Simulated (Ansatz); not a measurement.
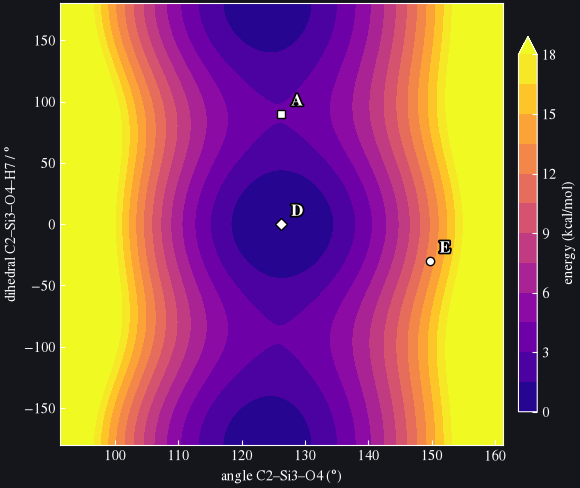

CH3LiOSi, SMILES [Li][CH]=[SiH]O. First axis: angle C2–Si3–O4. Second axis: dihedral C2–Si3–O4–H7. Nothing is relaxed (all other coordinates rigid). The scan uses a 13 × 12 grid; 91 points were computed and 65 follow by symmetry. Points are written as (first, second). All energies are given in kcal/mol relative to the relaxed molecule at the same level. Theory: RKS PBE0-D4/def2-TZVP (Ansatz).

Drawn: filled contours, one colour for all values above the top of the scale, lettered points. Between grid points the surface is interpolated.

### What kind of point is each of A, D, E: minimum, saddle, maximum or slope?

A: saddle point; D: minimum; E: on a slope. (In these two coordinates alone; a stationary point may lie a little off the grid point.)

### Rank the lettered points by energy, lowest first.

D (0.0 kcal/mol), A (3.1 kcal/mol), E (12.6 kcal/mol).
